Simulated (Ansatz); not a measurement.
# MnSbBrF2 (element-swapped structure): how the settings move a single-point run

Aim: see which settings change the result for MnSbBrF2 (element-swapped structure), by how much, and at what cost.

Method: reference: DFT PBE, plane waves, PAW, scalar-relativistic, no spin polarisation, in Ansatz 0.2.0.

## 1. The starting structure

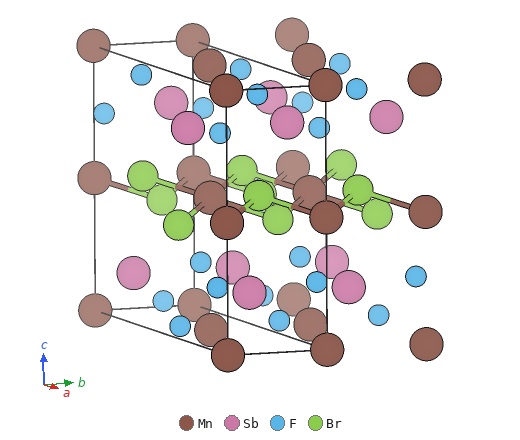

The starting structure, seen slightly off an axis (manganese brown, antimony pink, fluorine blue, bromine green). 1×2×1 cells are drawn. Atoms on the faces are drawn again on the opposite ones. The cell drawn here is the conventional one.

Coordinates:

```cif
data_structure
_symmetry_space_group_name_H-M 'P 1'
_symmetry_Int_Tables_number 1
_cell_length_a 3.6394
_cell_length_b 6.2571
_cell_length_c 9.0586
_cell_angle_alpha 89.043
_cell_angle_beta 90.000
_cell_angle_gamma 106.907
_cell_volume 197.34
loop_
_atom_site_label
_atom_site_type_symbol
_atom_site_fract_x
_atom_site_fract_y
_atom_site_fract_z
_atom_site_occupancy
Mn1 Mn 0.00000 0.00000 0.50000 1
Sb1 Sb 0.29100 0.58200 0.80940 1
Sb2 Sb 0.70900 0.41800 0.19060 1
F1 F 0.92400 0.84800 0.75700 1
F2 F 0.07600 0.15200 0.24300 1
Br1 Br 0.36600 0.73200 0.42990 1
Br2 Br 0.63400 0.26800 0.57010 1
F3 F 0.36000 0.72000 0.04884 1
F4 F 0.64000 0.28000 0.95116 1
Mn2 Mn 0.00000 0.00000 0.00000 1
```

## 2. Reference

Contents of input.yaml:

```yaml
crystal:
  lattice:
    - [0.0, 3.639418, 0.0]
    - [5.986625, -1.819709, 0.0]
    - [0.158093, 0.0, -9.057237]
  atoms:
    - { symbol: Mn, position: [0.0, 0.0, 0.5] }
    - { symbol: Sb, position: [0.291, 0.582, 0.8094] }
    - { symbol: Sb, position: [0.709, 0.418, 0.1906] }
    - { symbol: F, position: [0.924, 0.848, 0.757] }
    - { symbol: F, position: [0.076, 0.152, 0.243] }
    - { symbol: Br, position: [0.366, 0.732, 0.4299] }
    - { symbol: Br, position: [0.634, 0.268, 0.5701] }
    - { symbol: F, position: [0.36, 0.72, 0.04884] }
    - { symbol: F, position: [0.64, 0.28, 0.95116] }
    - { symbol: Mn, position: [0.0, 0.0, 0.0] }
  symmetry: { tolerance: 0.0003 }
kpoints:
  mp_grid: { grid: [5, 5, 2], shift: [0, 0, 0] }
magnetization:
  spin_polarized: false
scf:
  occupations: { method: fermi_dirac, width: 0.0767 }
hamiltonian:
  pseudopotentials: { kind: paw }
  xc: pbe
basis:
  ecutwfc: 420
output:
  forces: true
  stress: true
  eigenvalues: true
```

Started as:

```console
ansatz run input.yaml --threads 1 --pin off --max-ram 2560MiB --backend cpu --events-out ev --progress --plain --runs-dir out
```

Standard output (excerpt; [...] marks lines left out):

```text
Warning: RAYON_NUM_THREADS=1 ignored (pool sized by the plan → 1); use --threads N
[...]
Pseudopotentials: kind: paw
Pseudopotential: Mn, paw, valence charge 15, recommended cutoff 420 eV (normal), Mn.paw.azcp
Pseudopotential: Sb, paw, valence charge 15, recommended cutoff 420 eV (normal), Sb.paw.azcp
Pseudopotential: F, paw, valence charge 7, recommended cutoff 420 eV (normal), F.paw.azcp
Pseudopotential: Br, paw, valence charge 7, recommended cutoff 420 eV (normal), Br.paw.azcp
Functional definition: PBE
[...]
Crystal: 10 atoms, lattice volume = 197.338 Å³
Basis set: ecut = 420 eV, 3859 PW (Γ), exchange–correlation on 50×90×128 points (8 copies of the dense FFT grid, shifted against one another)
Bands: 62, of which v1, the nominal top of the filled ones, is band 51 counted from 1 (50 counted from 0)
Symmetry: 4 space group operations
Space group: C2/m (ITA 12), of the structure as read, at distance tolerance 1.7e-3 Å
k-points: 18 of 50
[...]
SCF iter   1: F=—  HF=-29559.021202 eV  |F-HF|=—  |Δ(HF+E_count)|=         —  Δρ=2.88e-2  dr2=3.17e0  ethr=1.77e-3  ⟨swp⟩=7.0  Hψ=4315  notcnv=0
[...]
SCF iter  15: F=-29558.987871 eV  HF=-29558.987871 eV  |F-HF|=1.41e-8  |Δ(HF+E_count)|=   4.70e-9  Δρ=5.51e-6  dr2=3.65e-8  ethr=9.80e-11  ⟨swp⟩=4.0  Hψ=3562  notcnv=0
[...]
SCF converged after 15 iterations
Free energy (F): -29558.987871 eV
[...]
E sigma→0 (E₀):  -29558.792826 eV
Entropy (-TS):   -0.390090 eV (-39.009 meV/atom)
Fermi energy:    7.584592 eV
[...]
--- Forces (eV/Å), atoms counted from 1 ---
  atom   1  Mn     0.00000000     0.00000000     0.00000000
  atom   2  Sb    -0.24106898     0.00000000    -0.57242275
  atom   3  Sb     0.24106898     0.00000000     0.57242275
  atom   4  F      0.92918264     0.00000000     0.08047291
  atom   5  F     -0.92918264     0.00000000    -0.08047291
  atom   6  Br     0.83517010     0.00000000    -0.45670649
  atom   7  Br    -0.83517010     0.00000000     0.45670649
  atom   8  F      0.91255633     0.00000000     0.52165008
[...]
--- Stress (GPa, compression-positive) ---
       -2.950269       0.000000       1.228838
        0.000000      -5.955797       0.000000
        1.228841       0.000000      -5.725487
  P = ⅓ Tr σ = -4.8772 GPa (-48.772 kbar)
--- Band table (eV; the first three rows and the last of 18) ---
[...]
```

It took 17 s on 1 thread of an x86-64 CPU, shared host; peak memory 0.61 GiB.

## 3. Variant: lower_state_search light, ecutrho_ratio 12

input.yaml: that of step 2 with these lines changed.

```diff
@@ -23,2 +23,3 @@
   occupations: { method: fermi_dirac, width: 0.0767 }
+  lower_state_search: light
 hamiltonian:
@@ -28,2 +29,3 @@
   ecutwfc: 420
+  ecutrho_ratio: 12
 output:
@@ -32 +34,5 @@
   eigenvalues: true
+  write_density: true
+  write_potential: true
+  elf: true
+  volumetric_format: npy
```

Started as:

```console
ansatz run input.yaml --threads 1 --pin off --max-ram 2560MiB --backend cpu --events-out ev --progress --plain --runs-dir out
```

Standard output (excerpt; [...] marks lines left out):

```text
Warning: RAYON_NUM_THREADS=1 ignored (pool sized by the plan → 1); use --threads N
[...]
[... 6 set-up lines as earlier in the session ...]
[...]
Crystal: 10 atoms, lattice volume = 197.338 Å³
Basis set: ecut = 420 eV, 3859 PW (Γ), exchange–correlation on 90×150×216 points (8 copies of the dense FFT grid, shifted against one another)
Bands: 62, of which v1, the nominal top of the filled ones, is band 51 counted from 1 (50 counted from 0)
[... 2 set-up lines as earlier in the session ...]
[...]
SCF converged after 15 iterations
Free energy (F): -29558.987924 eV
[...]
E sigma→0 (E₀):  -29558.792879 eV
Entropy (-TS):   -0.390090 eV (-39.009 meV/atom)
Fermi energy:    7.584595 eV
[...]
--- Forces (eV/Å), atoms counted from 1 ---
  atom   1  Mn     0.00000000     0.00000000     0.00000000
  atom   2  Sb    -0.24106851     0.00000000    -0.57237752
  atom   3  Sb     0.24106851     0.00000000     0.57237752
  atom   4  F      0.92919837     0.00000000     0.08041234
  atom   5  F     -0.92919837     0.00000000    -0.08041234
  atom   6  Br     0.83517271     0.00000000    -0.45670516
  atom   7  Br    -0.83517271     0.00000000     0.45670516
  atom   8  F      0.91259514     0.00000000     0.52166177
[...]
--- Stress (GPa, compression-positive) ---
       -2.950277       0.000000       1.228828
        0.000000      -5.955853       0.000000
        1.228830       0.000000      -5.725538
  P = ⅓ Tr σ = -4.8772 GPa (-48.772 kbar)
--- Band table (eV; the first three rows and the last of 18) ---
[...]
```

It took 30 s on 1 thread of an x86-64 CPU, shared host; peak memory 0.94 GiB.

Changing the search for lower states and numerical grids hardly moves the energy: 0.0 meV/atom.

## 4. Changed: ecutwfc 600 eV

input.yaml: that of step 2 with these lines changed.

```diff
@@ -27,3 +27,3 @@
 basis:
-  ecutwfc: 420
+  ecutwfc: "600 eV"
 output:
```

Started as:

```console
ansatz run input.yaml --threads 1 --pin off --max-ram 2560MiB --backend cpu --events-out ev --progress --plain --runs-dir out
```

Standard output (excerpt; [...] marks lines left out):

```text
Warning: RAYON_NUM_THREADS=1 ignored (pool sized by the plan → 1); use --threads N
[...]
[... 6 set-up lines as earlier in the session ...]
[...]
Crystal: 10 atoms, lattice volume = 197.338 Å³
Basis set: ecut = 600 eV, 6595 PW (Γ), exchange–correlation on 60×100×150 points (8 copies of the dense FFT grid, shifted against one another)
Bands: 62, of which v1, the nominal top of the filled ones, is band 51 counted from 1 (50 counted from 0)
[... 2 set-up lines as earlier in the session ...]
[...]
SCF converged after 15 iterations
Free energy (F): -29559.017759 eV
[...]
E sigma→0 (E₀):  -29558.822865 eV
Entropy (-TS):   -0.389787 eV (-38.979 meV/atom)
Fermi energy:    7.584470 eV
[...]
--- Forces (eV/Å), atoms counted from 1 ---
  atom   1  Mn     0.00000000     0.00000000     0.00000000
  atom   2  Sb    -0.24044226     0.00000000    -0.57387143
  atom   3  Sb     0.24044226     0.00000000     0.57387143
  atom   4  F      0.92869142     0.00000000     0.08013532
  atom   5  F     -0.92869142     0.00000000    -0.08013532
  atom   6  Br     0.83543922     0.00000000    -0.45707004
  atom   7  Br    -0.83543922     0.00000000     0.45707004
  atom   8  F      0.91191223     0.00000000     0.52307317
[...]
--- Stress (GPa, compression-positive) ---
       -2.952988       0.000000       1.229310
        0.000000      -5.960829       0.000000
        1.229314       0.000000      -5.732888
  P = ⅓ Tr σ = -4.8822 GPa (-48.822 kbar)
--- Band table (eV; the first three rows and the last of 18) ---
[...]
```

Wall time 30 s (1 thread of an x86-64 CPU, shared host); peak memory 0.76 GiB.

Changing the cutoff moves the energy by -3.0 meV/atom. More plane waves (600 against 420 eV) lower the energy, so the reference carries about that much basis error. Cost: 30 s against 17 s.

## 5. Variant: hubbard.sites [{species: Mn, l: d, u_eff: 4.0}], hubbard.double_counting fll, ecutrho_ratio 9

input.yaml: that of step 2 with these lines changed.

```diff
@@ -26,4 +26,6 @@
   xc: pbe
+  hubbard: { sites: [{ species: Mn, l: d, u_eff: 4.0 }], double_counting: fll }
 basis:
   ecutwfc: 420
+  ecutrho_ratio: 9
 output:
```

Started as:

```console
ansatz run input.yaml --threads 1 --pin off --max-ram 2560MiB --backend cpu --events-out ev --progress --plain --runs-dir out
```

Standard output (excerpt; [...] marks lines left out):

```text
Warning: RAYON_NUM_THREADS=1 ignored (pool sized by the plan → 1); use --threads N
Mn: projections on atomic orbitals take those of the free atom [Ne] 3s2 3p6 3d5 4s2, of charge +0.00 (hamiltonian.pseudopotentials.projection_atoms); the dataset's partial waves leave at most 9.0e-7 of an orbital's norm unspanned inside its sphere
Sb: projections on atomic orbitals take those of the free atom [Kr] 4d10 5s2 5p3, of charge +0.00 (hamiltonian.pseudopotentials.projection_atoms); the dataset's partial waves leave at most 3.6e-6 of an orbital's norm unspanned inside its sphere
F: projections on atomic orbitals take those of the free atom [He] 2s2 2p5, of charge +0.00 (hamiltonian.pseudopotentials.projection_atoms); the dataset's partial waves leave at most 1.6e-8 of an orbital's norm unspanned inside its sphere
[...]
SCF converged after 43 iterations
Free energy (F): -29555.489474 eV
[...]
E sigma→0 (E₀):  -29555.422034 eV
Entropy (-TS):   -0.134880 eV (-13.488 meV/atom)
Fermi energy:    7.204355 eV
[...]
--- Forces (eV/Å), atoms counted from 1 ---
  atom   1  Mn     0.00000000     0.00000000     0.00000000
  atom   2  Sb    -0.00880000     0.00000000    -0.16426906
  atom   3  Sb     0.00880000     0.00000000     0.16426906
  atom   4  F      0.44857687     0.00000000     0.01034742
  atom   5  F     -0.44857687     0.00000000    -0.01034742
  atom   6  Br     0.12047834     0.00000000    -0.28565362
  atom   7  Br    -0.12047834     0.00000000     0.28565362
  atom   8  F      0.56033065     0.00000000     0.80701278
[...]
--- Stress (GPa, compression-positive) ---
       -0.872112       0.000000       1.251145
        0.000000      -3.987851       0.000000
        1.251132       0.000000      -6.196266
  P = ⅓ Tr σ = -3.6854 GPa (-36.854 kbar)
--- Band table (eV; the first three rows and the last of 18) ---
[...]
Occupation matrices written to <dir>
```

Run time: 72 s. Hardware: 1 thread of an x86-64 CPU, shared host; peak memory 0.94 GiB.

Changing the Hubbard U and numerical grids moves the energy by +349.8 meV/atom, and the pressure goes from -4.9 to -3.7 GPa and the largest force goes from 1.05 to 0.98 eV/Å. The U term adds an energy of its own, so the shift says nothing about which run is better. Cost: 43 SCF cycles against 15, 72 s against 17 s.

## 6. Variant: lower_state_search standard

input.yaml: that of step 2 with these lines changed.

```diff
@@ -23,2 +23,3 @@
   occupations: { method: fermi_dirac, width: 0.0767 }
+  lower_state_search: standard
 hamiltonian:
```

Started as:

```console
ansatz run input.yaml --threads 1 --pin off --max-ram 2560MiB --backend cpu --events-out ev --progress --plain --runs-dir out
```

Standard output (excerpt; [...] marks lines left out):

```text
Warning: RAYON_NUM_THREADS=1 ignored (pool sized by the plan → 1); use --threads N
[...]
[... 6 set-up lines as earlier in the session ...]
[...]
Crystal: 10 atoms, lattice volume = 197.338 Å³
Basis set: ecut = 420 eV, 3859 PW (Γ), exchange–correlation on 50×90×128 points (8 copies of the dense FFT grid, shifted against one another)
Bands: 62, of which v1, the nominal top of the filled ones, is band 51 counted from 1 (50 counted from 0)
[... 2 set-up lines as earlier in the session ...]
[...]
SCF converged after 15 iterations
Free energy (F): -29558.987871 eV
[...]
E sigma→0 (E₀):  -29558.792826 eV
Entropy (-TS):   -0.390090 eV (-39.009 meV/atom)
Fermi energy:    7.584592 eV
[...]
--- Forces (eV/Å), atoms counted from 1 ---
  atom   1  Mn     0.00000000     0.00000000     0.00000000
  atom   2  Sb    -0.24106898     0.00000000    -0.57242275
  atom   3  Sb     0.24106898     0.00000000     0.57242275
  atom   4  F      0.92918264     0.00000000     0.08047291
  atom   5  F     -0.92918264     0.00000000    -0.08047291
  atom   6  Br     0.83517010     0.00000000    -0.45670649
  atom   7  Br    -0.83517010     0.00000000     0.45670649
  atom   8  F      0.91255633     0.00000000     0.52165008
[...]
--- Stress (GPa, compression-positive) ---
       -2.950269       0.000000       1.228838
        0.000000      -5.955797       0.000000
        1.228841       0.000000      -5.725487
  P = ⅓ Tr σ = -4.8772 GPa (-48.772 kbar)
--- Band table (eV; the first three rows and the last of 18) ---
[...]
```

Run time: 17 s. Hardware: 1 thread of an x86-64 CPU, shared host; peak memory 0.61 GiB.

The changed input (search for lower states) leaves the energy the same to the digits printed.

## 7. Comparison

```
                                                                                             run     ending                                          energy change  pressure (GPa)  gap (eV)  force (eV/Å)  cycles  time
                                                                                       reference  converged                                                      0            -4.9      0.00          1.05      15  17 s
                                                   1: lower_state_search light, ecutrho_ratio 12  converged                                           0.0 meV/atom            -4.9      0.00          1.05      15  30 s
                                                                               2: ecutwfc 600 eV  converged                                          -3.0 meV/atom            -4.9      0.00          1.05      15  30 s
3: hubbard.sites [{species: Mn, l: d, u_eff: 4.0}], hubbard.double_counting fll, ecutrho_ratio 9  converged  +349.8 meV/atom (U changed: no physical gain or loss)            -3.7      0.00          0.98      43  72 s
                                                                  4: lower_state_search standard  converged                                           0.0 meV/atom            -4.9      0.00          1.05      15  17 s
```

Times don't compare one to one where runs were asked for different outputs or read a saved state (see the inputs); cycles may leave out searches for a lower state.

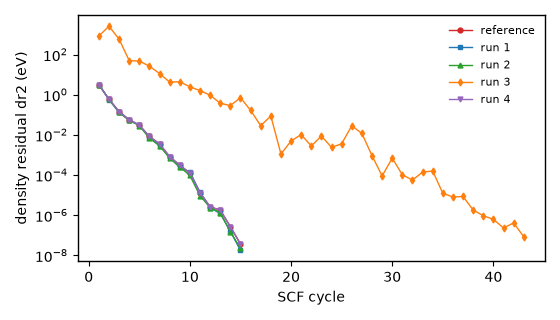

Residual by cycle in the longest SCF loop of each run; runs are numbered as in the table.

Of the converged runs whose energies compare with the reference's, «ecutwfc 600 eV» moves the energy most (-3.0 meV/atom). A changed U is a change of model: its shifts are not errors of convergence. The reference has no spin polarisation; with Mn present, a magnetic state may lie lower.

The reference has limits of its own: its mesh is coarse for a cell with so small a gap or none; the structure is made up and not relaxed.
